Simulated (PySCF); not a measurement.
Run report: C3H10BFS, spin–spin coupling calculation

System: C3H10BFS.
Method: revPBE/6-31G* indirect spin-spin coupling, non-relativistic, gas phase (PySCF 2.14.0).

Some settings of this run were made unusual or wrong on purpose. The geometry comes from this level: GFN2-xTB, altered. Figures and captions count atoms from 1; the log counts them from 0 in places.

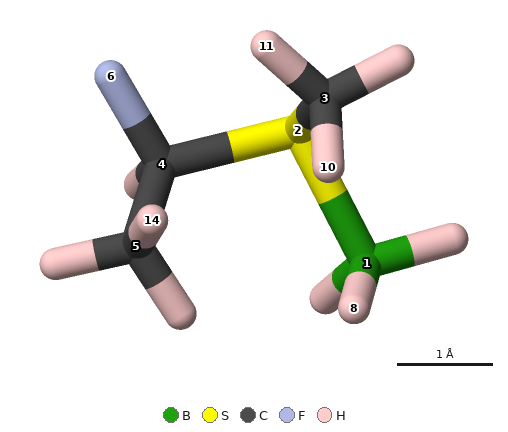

**Figure 1.** The input geometry (stick view, seen at a tilt; atoms are numbered from 1 in the order of the input). Bond lengths as drawn: B–H 0.95 Å, B–S 1.58 Å, C–C 1.21 Å, C–F 1.10 Å, C–H 0.87 to 0.88 Å and C–S 1.46 to 1.48 Å.

### The input
```
{"job": {"kind": "j", "xc": "revPBE", "basis": "6-31G*", "scf": {"max_cycle": 70}}, "charge": 0, "multiplicity": 1}
B     -1.305854    -0.733792    -0.577499
S     -0.698629    -0.050910     0.711423
C     -0.545303     1.340826     0.314899
C      0.721074    -0.480052     0.705189
C      1.314568    -0.307652    -0.332286
F      1.224254     0.060787     1.518078
H     -2.227742    -0.529113    -0.506500
H     -0.874467    -0.327682    -1.319022
H     -1.107782    -1.653455    -0.455918
H     -0.357553     1.390310    -0.531266
H      0.071615     1.705665     0.805526
H     -1.309200     1.723954     0.468539
H      0.695154    -1.324256     0.938070
H      1.393963     0.541539    -0.503011
H      0.887730    -0.698690    -0.979410
H      2.112094    -0.650324    -0.265940
```

The first line tells a small driver script what to run in PySCF; the rest is the geometry in Å.

Command:
```bash
OMP_NUM_THREADS=1 python <driver script> task.json out
```

### Output
```
final grid: 121904 points
cycle   1  E = -641.6996646616  dE =  4.291e+00  |g| = 1.088e+00  |ddm| = 4.671e+00
cycle   2  E = -641.5978525664  dE =  1.018e-01  |g| = 1.265e+00  |ddm| = 3.402e+00
cycle   3  E = -641.9982744126  dE = -4.004e-01  |g| = 1.316e-01  |ddm| = 2.255e+00
cycle   4  E = -642.0022737624  dE = -3.999e-03  |g| = 3.275e-02  |ddm| = 2.950e-01
cycle   5  E = -642.0024468611  dE = -1.731e-04  |g| = 1.502e-02  |ddm| = 5.400e-02
cycle   6  E = -642.0024864735  dE = -3.961e-05  |g| = 1.909e-03  |ddm| = 2.076e-02
cycle   7  E = -642.0024872617  dE = -7.881e-07  |g| = 3.769e-04  |ddm| = 3.735e-03
cycle   8  E = -642.0024872913  dE = -2.962e-08  |g| = 1.366e-04  |ddm| = 8.954e-04
cycle   9  E = -642.0024872959  dE = -4.576e-09  |g| = 2.979e-05  |ddm| = 2.897e-04
cycle  10  E = -642.0024872961  dE = -2.115e-10  |g| = 7.528e-06  |ddm| = 6.618e-05
converged SCF energy = -642.0024872961

Indirect spin-spin couplings (Hz)
  i      j    bonds     total        FC       PSO       DSO        SD
  0 B    1 S    1      7.456     7.667    -1.000     0.095     0.694
  0 B    2 C    2      0.305     0.577    -0.194    -0.041    -0.037
  0 B    3 C    2      0.602     0.726    -0.185     0.067    -0.007
  0 B    4 C    3      3.097     3.118    -0.060     0.054    -0.014
  0 B    5 F    3      7.315     9.212    -0.937    -0.960     0.000
  0 B    6 H    1     65.584    63.445    -1.162     2.435     0.866
  0 B    7 H    1     86.805    84.763    -1.435     2.590     0.887
  0 B    8 H    1     71.625    69.485    -1.235     2.498     0.877
  0 B    9 H    3      6.964     6.838    -0.318     0.463    -0.019
  0 B   10 H    3      6.588     7.346     0.415    -1.167    -0.006
  0 B   11 H    3      0.038     0.294     0.059    -0.301    -0.013
  0 B   12 H    3      1.026     1.082    -0.103     0.048     0.000
  0 B   13 H    4     -0.334    -0.185     0.076    -0.199    -0.026
  0 B   14 H    4      3.260     2.900    -0.627     1.060    -0.073
  0 B   15 H    4      1.525     1.771     0.400    -0.624    -0.022
  1 S    2 C    1      5.702     6.157    -0.543     0.088         -
  1 S    3 C    1     11.078    11.568    -0.628     0.138         -
  1 S    4 C    2      1.701     1.914    -0.212    -0.000         -
  1 S    5 F    2     32.000    35.911    -4.519     0.010     0.599
  1 S    6 H    2     -2.903    -2.836    -0.128     0.061         -
  1 S    7 H    2     -3.182    -2.930    -0.292     0.040         -
  1 S    8 H    2     -2.604    -2.576    -0.090     0.062         -
  1 S    9 H    2     -2.065    -1.964    -0.051    -0.049         -
  1 S   10 H    2     -2.114    -2.154     0.072    -0.032         -
  1 S   11 H    2     -0.860    -0.964     0.129    -0.025         -
  1 S   12 H    2      2.961     3.205    -0.286     0.042         -
  1 S   13 H    3      2.728     2.892    -0.144    -0.019         -
  1 S   14 H    3     -0.249    -0.033    -0.248     0.032         -
  1 S   15 H    3      4.392     4.677    -0.037    -0.249         -
  2 C    3 C    2     -0.132    -0.294     0.109     0.053         -
  2 C    4 C    3      5.580     5.569    -0.037     0.048         -
  2 C    5 F    3      3.823     4.518    -0.769     0.081    -0.007
  2 C    6 H    3     -0.100     0.019    -0.017    -0.102         -
  2 C    7 H    3     12.955    12.828    -0.200     0.327         -
  2 C    8 H    3     11.832    12.409     0.203    -0.780         -
  2 C    9 H    1    129.217   126.284     0.329     2.603         -
  2 C   10 H    1    117.081   113.751     0.703     2.627         -
  2 C   11 H    1    117.496   114.153     0.873     2.470         -
  2 C   12 H    3      3.795     4.399     0.489    -1.093         -
  2 C   13 H    4      1.423     0.946    -0.338     0.815         -
  2 C   14 H    4     -0.237    -0.213     0.050    -0.074         -
  2 C   15 H    4      0.257     0.447     0.405    -0.594         -
  3 C    4 C    1     51.371    52.375    -1.667     0.663         -
  3 C    5 F    1     50.028    25.506    12.509     2.323     9.691
  3 C    6 H    3     12.034    12.447     0.167    -0.580         -
  3 C    7 H    3      1.757     1.663    -0.175     0.270         -
  3 C    8 H    3      5.954     5.658    -0.234     0.530         -
  3 C    9 H    3      1.737     1.725    -0.117     0.129         -
  3 C   10 H    3      3.364     3.152    -0.188     0.400         -
  3 C   11 H    3      7.592     8.160     0.317    -0.885         -
  3 C   12 H    1    121.601   118.884    -1.362     4.079         -
  3 C   13 H    2     -3.776    -3.842    -0.222     0.289         -
  3 C   14 H    2     -2.676    -2.842    -0.257     0.422         -
  3 C   15 H    2     -2.124    -2.120    -0.251     0.247         -
  4 C    5 F    2     29.745    33.797    -3.487    -0.049    -0.516
  4 C    6 H    4      0.329     0.529     0.263    -0.464         -
  4 C    7 H    4      2.657     2.344    -0.235     0.548         -
  4 C    8 H    4      0.489     0.390    -0.026     0.125         -
  4 C    9 H    4      0.677     0.313    -0.220     0.584         -
  4 C   10 H    4      1.020     0.940    -0.054     0.134         -
  4 C   11 H    4      0.478     0.758     0.400    -0.680         -
  4 C   12 H    2     -0.843    -0.684    -0.018    -0.141         -
  4 C   13 H    1    122.873   119.483     0.735     2.654         -
  4 C   14 H    1    109.318   106.208     0.573     2.537         -
  4 C   15 H    1    119.876   116.411     0.994     2.471         -
  5 F    6 H    4      2.220     4.177     0.702    -2.828     0.169
  5 F    7 H    4      4.543     6.782     0.176    -2.282    -0.133
  5 F    8 H    4     -1.277     1.229    -0.255    -2.148    -0.103
  5 F    9 H    4     -0.206     0.517     0.998    -1.410    -0.311
  5 F   10 H    4      1.350     0.492    -1.839     3.157    -0.459
  5 F   11 H    4      4.097     5.802     0.845    -2.272    -0.279
  5 F   12 H    2     28.432    19.272    11.399    -0.922    -1.317
  5 F   13 H    3     34.802    34.272     0.251     0.311    -0.033
  5 F   14 H    3     86.743    91.192    -0.240    -4.177    -0.032
  5 F   15 H    3     23.239    22.718     0.871    -0.239    -0.111
  6 H    7 H    2    -12.218   -11.576     1.146    -1.788         -
  6 H    8 H    2    -13.434   -12.762     1.281    -1.953         -
  6 H    9 H    4      0.233     0.415    -0.163    -0.020         -
  6 H   10 H    4     -1.487     0.175     1.475    -3.137         -
  6 H   12 H    4     -1.061     0.144     0.810    -2.015         -
  6 H   13 H    5     -0.802     0.127     0.924    -1.853         -
  6 H   14 H    5     -0.410     0.014     0.523    -0.947         -
  6 H   15 H    5     -1.267    -0.175     1.498    -2.590         -
  7 H    8 H    2    -11.817   -11.206     1.086    -1.697         -
  7 H    9 H    4      1.539    -0.505    -2.761     4.805         -
  7 H   10 H    4     -0.575     0.477     1.123    -2.176         -
  7 H   11 H    4     -0.467     0.003     0.290    -0.759         -
  7 H   12 H    4     -0.886    -0.310     0.498    -1.075         -
  7 H   13 H    5      0.387    -0.163    -0.925     1.475         -
  7 H   14 H    5      1.352    -1.073    -3.470     5.894         -
  7 H   15 H    5     -0.782    -0.334     1.075    -1.524         -
  8 H   10 H    4      1.998     3.913     1.584    -3.499         -
  8 H   11 H    4     -1.113     0.544     1.239    -2.897         -
  8 H   12 H    4      1.261     0.065    -1.811     3.008         -
  8 H   13 H    5     -0.487     0.257     0.975    -1.719         -
  8 H   14 H    5      1.181    -0.037    -1.857     3.075         -
  8 H   15 H    5     -0.540    -0.129     0.732    -1.143         -
  9 H   10 H    2    -14.849   -13.713     2.722    -3.857         -
  9 H   11 H    2    -16.719   -15.653     2.837    -3.903         -
  9 H   12 H    4     -2.405    -0.673     1.822    -3.554         -
  9 H   13 H    5      2.329     0.139    -3.418     5.608         -
  9 H   14 H    5      0.821     0.056    -1.356     2.120         -
  9 H   15 H    5     -0.829    -0.293     1.220    -1.757         -
 10 H   11 H    2    -15.998   -14.932     2.837    -3.902         -
 10 H   12 H    4     -1.575     0.129     2.004    -3.708         -
 10 H   13 H    5      1.181    -0.218    -2.300     3.699         -
 10 H   14 H    5     -0.842    -0.031     0.986    -1.797         -
 10 H   15 H    5     -0.756    -0.134     1.096    -1.718         -
 11 H   12 H    4     -2.073     0.254     2.102    -4.428         -
 11 H   13 H    5     -0.641     0.030     1.141    -1.813         -
 11 H   14 H    5     -1.080     0.114     1.285    -2.478         -
 11 H   15 H    5     -1.712    -0.375     1.980    -3.317         -
 12 H   13 H    3     12.542    14.602     3.548    -5.608         -
 12 H   14 H    3      1.757     1.762     0.125    -0.129         -
 12 H   15 H    3      9.827     9.866    -0.176     0.136         -
 13 H   14 H    2    -16.249   -15.089     2.437    -3.596         -
 13 H   15 H    2    -15.966   -14.911     2.586    -3.641         -
 14 H   15 H    2    -16.417   -15.103     2.722    -4.036         -
```

### Outcome

```json
{"quantity": "outcome", "value": "converged"}
{"quantity": "total energy", "value": "−642.002487 hartree"}
{"quantity": "HOMO", "value": "−5.97 eV"}
{"quantity": "LUMO", "value": "2.12 eV"}
{"quantity": "dipole moment", "value": "3.45 D"}
{"quantity": "hardware", "value": "1 CPU thread, shared host"}
{"quantity": "wall time", "value": "31 s"}
{"quantity": "peak memory", "value": "0.5 GiB"}
```

### Diagnosis

Some settings of this run were drawn to be unusual or wrong. It converged; results that depend on the unusual settings are not reference values.
